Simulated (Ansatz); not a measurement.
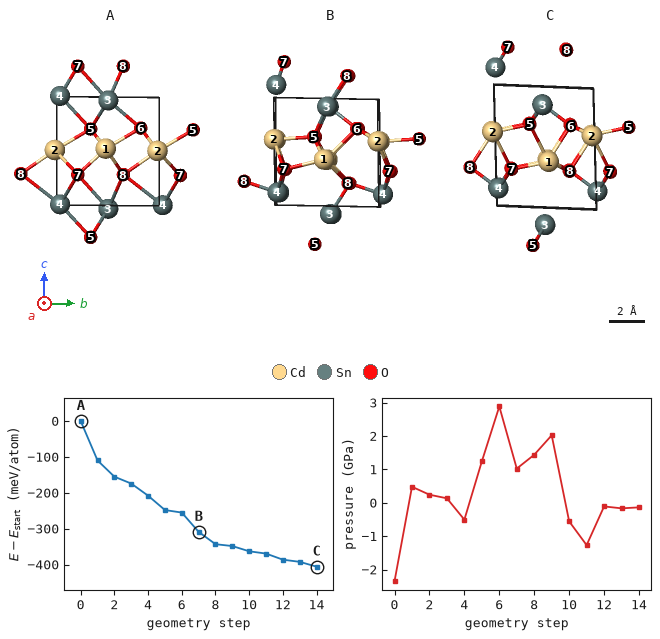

Frames of a relaxation of crystalline CdSnO2 (a generated structure, set up in P1) (coarse preliminary run), marked on the history of the run. The picture is a ball-and-stick view of the cell of the calculation, seen along the a axis.

All numbers below come from DFT PBE, scalar-relativistic, plane waves, PAW in Ansatz.

Input file:
```yaml
crystal:
  lattice:
    - [3.4857060718, 0.0120912804, 0.0336519594]
    - [0.0209427119, 5.9444522052, -0.0253025211]
    - [0.0602675387, -0.0261623208, 6.2781647967]
  atoms:
    - { symbol: Cd, position: [0.5010288097, 0.4777772801, 0.524965477] }
    - { symbol: Cd, position: [0.0497624852, 0.9820915246, 0.5079061379] }
    - { symbol: Sn, position: [0.4937614949, 0.5028609601, -0.0304497535] }
    - { symbol: Sn, position: [-0.0198810339, 0.0328558409, 0.0073552169] }
    - { symbol: O, position: [0.954861873, 0.3303614469, 0.7043887658] }
    - { symbol: O, position: [0.4469621597, 0.8184456838, 0.7169128524] }
    - { symbol: O, position: [0.5372037903, 0.2054271752, 0.2824746885] }
    - { symbol: O, position: [0.0363004212, 0.6501800885, 0.2864466148] }
basis:
  ecutwfc: 420
kpoints:
  mp_grid: { grid: [6, 4, 4] }
hamiltonian:
  xc: pbe
scf:
  occupations: { method: gaussian, width: 0.2 }
  lower_state_search: "off"
output:
  forces: true
  stress: true
  eigenvalues: true
relax:
  adjacent_minimum: "off"
  f_tol: 0.025
  max_steps: 60
  cell: { stress_tol: 0.25 }
```

Run as
```bash
ansatz run input.yaml --threads 1 --pin off --max-ram 2048MiB --backend cpu --events-out ev --progress --plain --runs-dir out
```

Q: Describe the path.

A: The run was cut off at its time limit before the relaxation converged, so the last structure is only a point on the way. Over 14 geometry steps the energy falls by 406 meV per atom. The largest force component goes from 2.3 to 0.23 eV/Å. The pressure goes from −2.35 to −0.14 GPa. The atom that moves furthest relative to the cell is Cd1 (1.02 Å along [1 1 −3]). Largest moves by element: Cd 1.02 Å, Sn 1.00 Å, O 0.53 Å. The volume changes by +7.3 %, with a 3.486 → 3.460 Å (−0.8 %), b 5.945 → 5.766 Å (−3.0 %), c 6.279 → 7.012 Å (+11.7 %), α 90.5° → 93.8°, β 88.9° → 91.0°, γ 89.6° → 88.5°. Some distances before and after: Sn4–O5 2.610 → 3.862 Å, Sn3–O7 2.660 → 3.861 Å, Sn3–O8 2.664 → 3.790 Å, Sn3–O8 (another image) 2.905 → 3.939 Å. Bonds break: Cd1–O5 (2.37 → 3.12 Å). Bond angles that change, for instance: O7–Cd1–O8 82.3° → 121.2°, O5–Cd2–O8 169.9° → 134.1°, O6–Cd1–O7 167.3° → 133.6°. The space group stays P1 (No. 1). From step 0 to 7: O7 moves most (0.73 Å), volume −1.3 %, energy −309 meV per atom. From step 7 to 14: O8 moves most (0.71 Å), volume +8.7 %, energy −97.0 meV per atom.

```json
{"step": "0", "E − E(0), meV/atom": "0.00", "largest force component, eV/Å": "2.2972", "pressure, GPa": "-2.35", "volume, Å³/atom": "16.259"}
{"step": "1", "E − E(0), meV/atom": "-109.81", "largest force component, eV/Å": "0.7683", "pressure, GPa": "0.48", "volume, Å³/atom": "15.526"}
{"step": "2", "E − E(0), meV/atom": "-155.02", "largest force component, eV/Å": "0.5931", "pressure, GPa": "0.24", "volume, Å³/atom": "15.496"}
{"step": "3", "E − E(0), meV/atom": "-174.20", "largest force component, eV/Å": "0.4516", "pressure, GPa": "0.14", "volume, Å³/atom": "15.652"}
{"step": "4", "E − E(0), meV/atom": "-207.99", "largest force component, eV/Å": "0.8000", "pressure, GPa": "-0.50", "volume, Å³/atom": "15.780"}
{"step": "5", "E − E(0), meV/atom": "-247.99", "largest force component, eV/Å": "0.7619", "pressure, GPa": "1.24", "volume, Å³/atom": "15.803"}
{"step": "6", "E − E(0), meV/atom": "-255.06", "largest force component, eV/Å": "2.3076", "pressure, GPa": "2.89", "volume, Å³/atom": "15.968"}
{"step": "7", "E − E(0), meV/atom": "-308.82", "largest force component, eV/Å": "0.9824", "pressure, GPa": "1.03", "volume, Å³/atom": "16.044"}
{"step": "8", "E − E(0), meV/atom": "-343.14", "largest force component, eV/Å": "0.3901", "pressure, GPa": "1.44", "volume, Å³/atom": "15.930"}
{"step": "9", "E − E(0), meV/atom": "-348.32", "largest force component, eV/Å": "0.7272", "pressure, GPa": "2.02", "volume, Å³/atom": "16.086"}
{"step": "10", "E − E(0), meV/atom": "-362.94", "largest force component, eV/Å": "0.4978", "pressure, GPa": "-0.56", "volume, Å³/atom": "16.798"}
{"step": "11", "E − E(0), meV/atom": "-369.32", "largest force component, eV/Å": "0.3995", "pressure, GPa": "-1.27", "volume, Å³/atom": "16.978"}
{"step": "12", "E − E(0), meV/atom": "-386.31", "largest force component, eV/Å": "0.2413", "pressure, GPa": "-0.11", "volume, Å³/atom": "17.280"}
{"step": "13", "E − E(0), meV/atom": "-392.35", "largest force component, eV/Å": "0.3267", "pressure, GPa": "-0.16", "volume, Å³/atom": "17.412"}
{"step": "14", "E − E(0), meV/atom": "-405.79", "largest force component, eV/Å": "0.2273", "pressure, GPa": "-0.14", "volume, Å³/atom": "17.439"}
```
